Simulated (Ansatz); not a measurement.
**C₂H₃FO₂Zr: small, medium and large basis sets**

Aim: see how fast density functionals converge with the basis set for C₂H₃FO₂Zr.

Method: one geometry, several basis sets; program: Ansatz 0.2.0, Gaussian basis.

Levels to be run: PBE0-D4/def2-SVP; ωB97M-V/def2-SVP; PBE0-D4/def2-QZVPP; ωB97M-V/def2-QZVPP; the functionals' def2-TZVPP values are taken from earlier runs.

## (1) The geometry

An earlier PBE0-D4 in a triple-zeta def2 set relaxation fixed the geometry. Zr takes the def2 core potential; no spin-orbit term is included.

SMILES `C#[C][Zr]([OH])([OH])[F]`, 9 atoms, charge 0, spin multiplicity 1.

Atoms are counted from 1 here; the program's logs count them from 0.

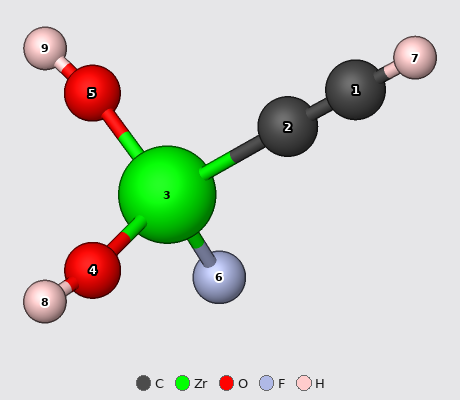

The structure; carbon dark grey, zirconium green, oxygen red, fluorine light blue, hydrogen pink; atoms are numbered from 1 in the order of the file.

## (2) PBE0-D4 in def2-SVP

Contents of in.yaml:

```yaml
crystal:
  periodic: [false, false, false]
  atoms:
    - {symbol: C, position_ang: [2.423932, -0.441687, -1.183098]}
    - {symbol: C, position_ang: [1.326690, -0.161583, -0.742964]}
    - {symbol: Zr, position_ang: [-0.667068, 0.377907, 0.022136]}
    - {symbol: O, position_ang: [-1.766950, -1.175984, -0.062238]}
    - {symbol: O, position_ang: [-0.456175, 1.017671, 1.804417]}
    - {symbol: F, position_ang: [-1.413983, 1.753350, -1.070359]}
    - {symbol: H, position_ang: [3.387367, -0.686366, -1.571109]}
    - {symbol: H, position_ang: [-2.354951, -1.913651, 0.070483]}
    - {symbol: H, position_ang: [-0.478862, 1.230342, 2.732722]}
basis:
  gaussian: {orbitals: def2-SVP}
hamiltonian: {xc: pbe0, dispersion: d4}
output: {orbitals: {seedname: orbitals}}
```

Command:

```bash
$ ansatz run in.yaml --threads 4 --pin off --events-out ev --progress --plain --max-ram 10444MiB
```

What it wrote:

```text
Functional definition: PBE0
  name "PBE0"
  cite "Adamo & Barone, J. Chem. Phys. 110, 6158 (1999) doi:10.1063/1.478522"
  cite "Perdew, Burke & Ernzerhof, Phys. Rev. Lett. 77, 3865 (1996) doi:10.1103/PhysRevLett.77.3865"
  parent pbe
  parameter a = 0.25
  parameter kappa = 0.804
  parameter beta = 0.06672455060314922
  exchange = (1 - a)*pbe_x(kappa = kappa, mu = beta*pi^2/3) + a*exact_x
  correlation = pbe_c(beta = beta)
1277 factors; their error is unknown
mean field evaluation 1: about -10187.4688 eV, gradient 8.6e1 eV
mean field evaluation 2: about -10139.5489 eV, gradient 1.8e2 eV
mean field evaluation 4: about -10201.2023 eV, gradient 1.3e1 eV
mean field evaluation 8: about -10201.6007 eV, gradient 1.2e-1 eV
mean field evaluation 16: about -10201.6472 eV, gradient 2.8e-4 eV
mean field -10201.64724027 eV, -374.9036211549 hartree, gradient 2.1e-5 eV, S^2 0.000000; 0 other end points of the search recorded, 0 dependent functions left out
reference -10201.64730355 eV, -374.9036234807 hartree; 26, 26 occupied and 90, 90 virtual orbitals, 1277 factors
Total energy: -10201.80861000 eV, -374.9095513831 hartree
```

It took 1.5 s on 4 threads of Arm Neoverse V1, shared host; peak memory 0.27 GiB.

## (3) ωB97M-V in def2-SVP

in.yaml: that of step 2 with these lines changed.

```diff
@@ -14,3 +14,3 @@
   gaussian: {orbitals: def2-SVP}
-hamiltonian: {xc: pbe0, dispersion: d4}
+hamiltonian: {xc: {name: wB97M-V}}
 output: {orbitals: {seedname: orbitals}}
```

Same command.

What it wrote (excerpt; [...] marks lines left out):

```text
Functional definition: wB97M-V
  name "wB97M-V"
  cite "Mardirossian & Head-Gordon, J. Chem. Phys. 144, 214110 (2016) doi:10.1063/1.4952647"
  cite "Becke, J. Chem. Phys. 107, 8554 (1997) doi:10.1063/1.475007"
  cite "Vydrov & Van Voorhis, J. Chem. Phys. 133, 244103 (2010) doi:10.1063/1.3521275"
  # Of w^i u^j: cxij and so on, Table III.
[...]
  gx(w, u) = 1 - cx + cx01*u + cx10*w
  gss(w, u) = css00 + css04*u^4 + css10*w + css20*w^2 + css43*w^4*u^3
  gos(w, u) = cos00 + cos10*w + (cos20 + cos21*u)*w^2 + (cos60 + cos61*u)*w^6
[...]
      + integral(e_c_pw_mod_opposite_spin*gos(b97_w_opposite, b97_u_opposite)) + vv10(b, c)
1231 factors; their error is unknown
274 factors; integrals over basis functions are off by at most 1.0e-5 eV
[...]
mean field -10206.63690946 eV, -375.0869881155 hartree, gradient 1.5e-5 eV, S^2 0.000000; 0 other end points of the search recorded, 0 dependent functions left out
reference -10206.63700774 eV, -375.0869917273 hartree; 26, 26 occupied and 90, 90 virtual orbitals, 1231 factors
Total energy: -10206.63700774 eV, -375.0869917273 hartree
```

It took 6.5 s on 4 threads of Arm Neoverse V1, shared host; peak memory 0.39 GiB.

## (4) PBE0-D4 in def2-QZVPP

in.yaml: that of step 3 with these lines changed.

```diff
@@ -13,4 +13,4 @@
 basis:
-  gaussian: {orbitals: def2-SVP}
-hamiltonian: {xc: {name: wB97M-V}}
+  gaussian: {orbitals: "def2-QZVPP.json"}
+hamiltonian: {xc: pbe0, dispersion: d4}
 output: {orbitals: {seedname: orbitals}}
```

The command is unchanged.

What it wrote:

```text
Functional definition: PBE0
  name "PBE0"
  cite "Adamo & Barone, J. Chem. Phys. 110, 6158 (1999) doi:10.1063/1.478522"
  cite "Perdew, Burke & Ernzerhof, Phys. Rev. Lett. 77, 3865 (1996) doi:10.1103/PhysRevLett.77.3865"
  parent pbe
  parameter a = 0.25
  parameter kappa = 0.804
  parameter beta = 0.06672455060314922
  exchange = (1 - a)*pbe_x(kappa = kappa, mu = beta*pi^2/3) + a*exact_x
  correlation = pbe_c(beta = beta)
1509 factors; their error is unknown
mean field evaluation 1: about -10195.4778 eV, gradient 1.0e2 eV
mean field evaluation 2: about -10133.4671 eV, gradient 2.1e2 eV
mean field evaluation 4: about -10212.6841 eV, gradient 1.7e1 eV
mean field evaluation 8: about -10213.3116 eV, gradient 1.5e-1 eV
mean field evaluation 16: about -10213.3283 eV, gradient 1.6e-4 eV
mean field -10213.32829727 eV, -375.3328920823 hartree, gradient 6.1e-5 eV, S^2 0.000000; 0 other end points of the search recorded, 0 dependent functions left out
reference -10213.32834160 eV, -375.3328937111 hartree; 26, 26 occupied and 430, 430 virtual orbitals, 1509 factors
Total energy: -10213.48964804 eV, -375.3388216136 hartree
```

Wall time 9 s (4 threads of Arm Neoverse V1, shared host); peak memory 1.4 GiB.

## (5) ωB97M-V in def2-QZVPP

in.yaml: that of step 4 with these lines changed.

```diff
@@ -14,3 +14,3 @@
   gaussian: {orbitals: "def2-QZVPP.json"}
-hamiltonian: {xc: pbe0, dispersion: d4}
+hamiltonian: {xc: {name: wB97M-V}}
 output: {orbitals: {seedname: orbitals}}
```

Same command.

What it wrote (excerpt; [...] marks lines left out):

```text
Functional definition: wB97M-V
  name "wB97M-V"
  cite "Mardirossian & Head-Gordon, J. Chem. Phys. 144, 214110 (2016) doi:10.1063/1.4952647"
  cite "Becke, J. Chem. Phys. 107, 8554 (1997) doi:10.1063/1.475007"
  cite "Vydrov & Van Voorhis, J. Chem. Phys. 133, 244103 (2010) doi:10.1063/1.3521275"
  # Of w^i u^j: cxij and so on, Table III.
[...]
  gx(w, u) = 1 - cx + cx01*u + cx10*w
  gss(w, u) = css00 + css04*u^4 + css10*w + css20*w^2 + css43*w^4*u^3
  gos(w, u) = cos00 + cos10*w + (cos20 + cos21*u)*w^2 + (cos60 + cos61*u)*w^6
[...]
      + integral(e_c_pw_mod_opposite_spin*gos(b97_w_opposite, b97_u_opposite)) + vv10(b, c)
1465 factors; their error is unknown
370 factors; integrals over basis functions are off by at most 1.5e-5 eV
[...]
mean field -10218.56208421 eV, -375.5252302046 hartree, gradient 4.4e-5 eV, S^2 0.000000; 0 other end points of the search recorded, 0 dependent functions left out
reference -10218.56215880 eV, -375.5252329458 hartree; 26, 26 occupied and 430, 430 virtual orbitals, 1465 factors
Total energy: -10218.56215880 eV, -375.5252329458 hartree
```

Run time: 22 s. Hardware: 4 threads of Arm Neoverse V1, shared host; peak memory 1.8 GiB.

## (6) Functionals by basis

The def2-TZVPP values come from earlier runs at the same geometry.

```
functional       basis  functions  energy (eV)  from the largest (eV)  HOMO (eV)  LUMO (eV)
   PBE0-D4    def2-SVP        116  -10201.8086                 11.681      -7.82      -0.95
   PBE0-D4  def2-TZVPP        253  -10212.9072                  0.582      -7.92      -1.12
   PBE0-D4  def2-QZVPP        456  -10213.4896                  0.000      -7.95      -1.15
   ωB97M-V    def2-SVP        116  -10206.6370                 11.925     -10.05       0.88
   ωB97M-V  def2-TZVPP        253  -10218.0186                  0.544     -10.16       0.58
   ωB97M-V  def2-QZVPP        456  -10218.5622                  0.000     -10.19       0.36
```

## (7) Outcome

| quantity | value |
| --- | --- |
| PBE0-D4: double and triple zeta above quadruple | 11.68, 0.58 eV |
| ωB97M-V: double and triple zeta above quadruple | 11.93, 0.54 eV |

What this shows: PBE0-D4 gains 11.10 eV from double to triple zeta, then 0.58 eV more. Total energies overstate the basis error of differences, where much of it tends to cancel. The LUMO of ωB97M-V is positive and keeps falling with the basis (0.88 to 0.36 eV): an unbound level that the basis holds in place.

For PBE0-D4 the largest set took about 6 times as long as the smallest (9 s against 1.5 s).
